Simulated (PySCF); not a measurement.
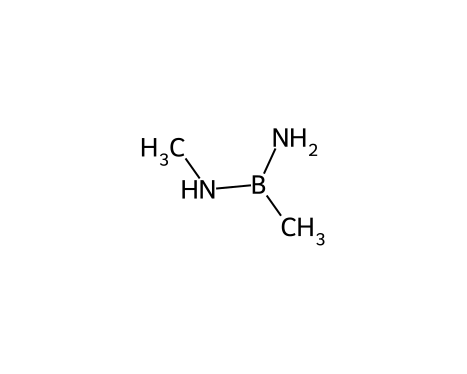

**Write the SMILES.**

CNB(C)N

**Give the formula, hydrogens included.**

C2H9BN2.

The parts below concern this one geometry. Atoms keep their numbers from picture to picture. Computed geometry: PBE0-D3(BJ)/def2-SVP optimisation. No frequency run is at hand to confirm it as a minimum.

## Geometry

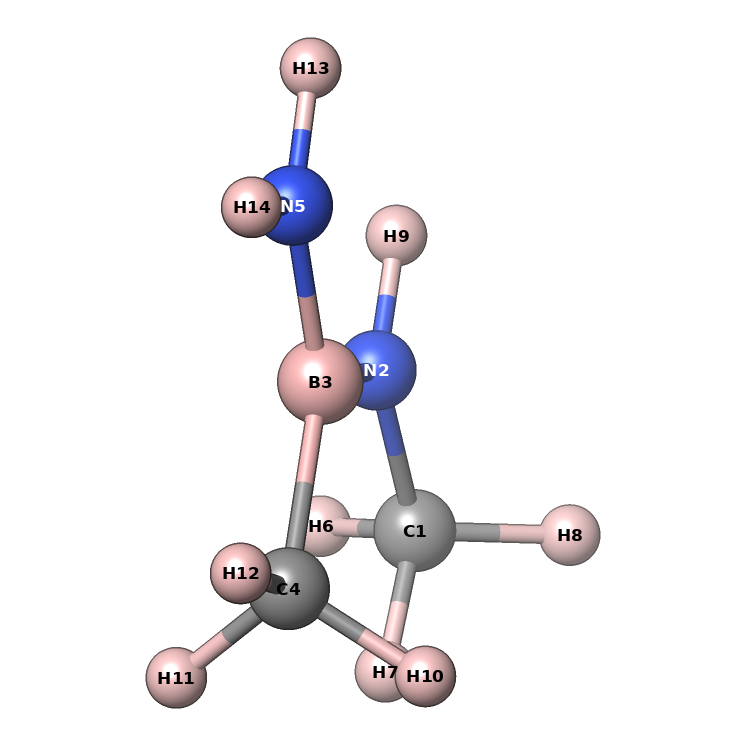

N2 lies behind B3. The molecule seen a little off the B3–N2 bond, B3 in front. Atoms fade into the background with distance from the viewer. No frequency run is at hand to confirm it as a minimum.

**What is the torsion angle N5–B3–N2–C1? The sign is positive where the front bond must turn clockwise to cover the back bond.**

179°, antiperiplanar (anti).

## Levels of theory compared

No frequency run is at hand to confirm it as a minimum. Program: PySCF 2.14.0.

At this fixed geometry, give dipole (D) at these levels: PBE0/6-311+G(2d,p); PBE0/6-31G*; PBE0/IGLO-III; PBE0/aug-cc-pVDZ; PBE0/cc-pVDZ; PBE0/cc-pVTZ; PBE0/def2-SVP; PBE0/def2-TZVP; PBE0/pcSseg-0; PBE0/pcSseg-2.

| level | dipole (D) |
| --- | --- |
| PBE0/6-311+G(2d,p) | 1.11 |
| PBE0/6-31G* | 1.26 |
| PBE0/IGLO-III | 1.10 |
| PBE0/aug-cc-pVDZ | 1.09 |
| PBE0/cc-pVDZ | 1.27 |
| PBE0/cc-pVTZ | 1.17 |
| PBE0/def2-SVP | 1.27 |
| PBE0/def2-TZVP | 1.16 |
| PBE0/pcSseg-0 | 1.31 |
| PBE0/pcSseg-2 | 1.12 |

## Charges

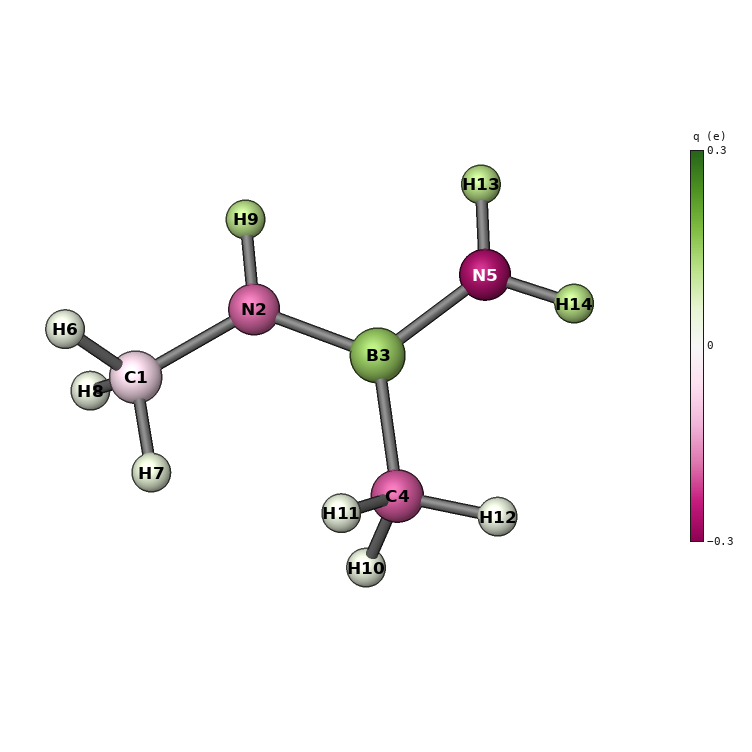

Atoms are coloured by their Hirshfeld charges. No frequency run is at hand to confirm it as a minimum. Properties computed with PBE0/def2-SVP, gas phase (PySCF 2.14.0).

Give the Hirshfeld charges atom by atom.

```tsv
atom	value (e)
C1	−0.06
N2	−0.19
B3	0.15
C4	−0.20
N5	−0.26
H6	0.03
H7	0.05
H8	0.03
H9	0.12
H10	0.03
H11	0.03
H12	0.03
H13	0.12
H14	0.12
```

## NMR shielding

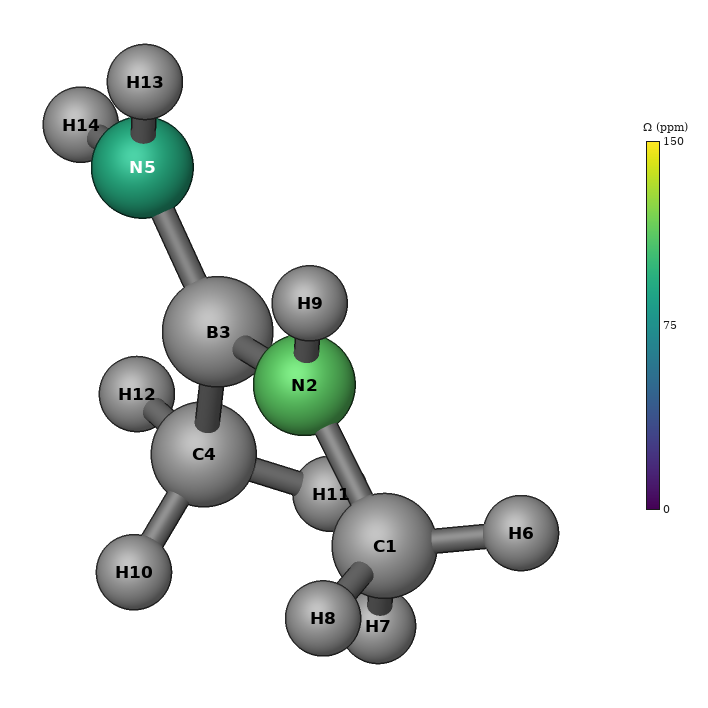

The N atoms are coloured by the span of their shielding tensor. No frequency run is at hand to confirm it as a minimum. Method: GIAO PBE0/def2-TZVP NMR shielding, non-relativistic, gas phase (PySCF 2.14.0). Principal shieldings σ11 ≤ σ22 ≤ σ33, span Ω = σ33 − σ11, skew κ = 3(σiso − σ22)/Ω.

**Which N atom has the most anisotropic shielding?**

N2, with a span of 112 ppm.

Give the shielding tensors of the N atoms.

```json
{"atom": "N2", "σ11": "133.4", "σ22": "206.6", "σ33": "245.8", "σiso": "195.3", "Ω": "112.3", "κ": "−0.30"}
{"atom": "N5", "σ11": "158.4", "σ22": "199.9", "σ33": "251.2", "σiso": "203.2", "Ω": "92.8", "κ": "0.11"}
```

Shieldings and span in ppm.
